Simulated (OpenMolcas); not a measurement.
# How methods differ on GaH2ClO (SMILES [OH][GaH][Cl])

GaH2ClO: 5 atoms, total charge 0, spin state singlet. As SMILES, `[OH][GaH][Cl]`. Geometry: relaxed at PBE0-D4/def2-TZVP. This is one conformer, not always the lowest.

Each level gives the HOMO–LUMO gap (eV). The values are calculated.

```csv
level,kind,program,value (eV),CPU time
HF/def2-SVPD,Hartree–Fock,OpenMolcas,13.79,13 s
SVWN5/def2-SVPD,LDA,OpenMolcas,5.48,20 s
M06-L/def2-SVPD,meta-GGA,OpenMolcas,6.30,33 s
TPSS/def2-SVPD,meta-GGA,OpenMolcas,5.90,35 s
r2SCAN/def2-SVPD,meta-GGA,OpenMolcas,6.28,31 s
BHLYP/def2-SVPD,global hybrid,OpenMolcas,9.85,26 s
M06-2X/def2-SVPD,hybrid meta-GGA,OpenMolcas,9.79,33 s
PBE0/def2-SVPD,global hybrid,OpenMolcas,7.83,25 s
```

All-electron rows without a relativistic Hamiltonian named are non-relativistic. The values span 5.48 to 13.79 eV. Orbital gaps aren't excitation energies; they tend to grow with the share of exact exchange. Times are those of the runs behind each value, whatever else they computed, on shared processors of several kinds: orders of magnitude only.

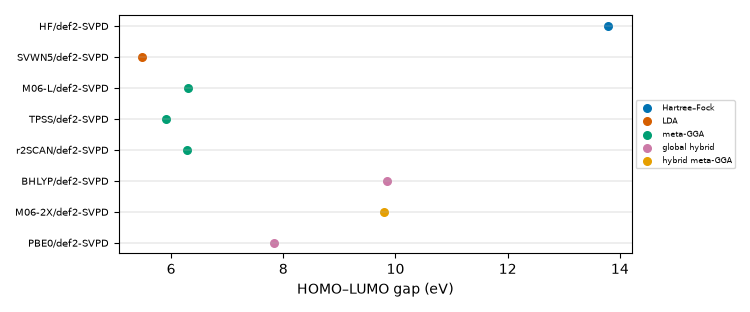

The values of the table, level by level.
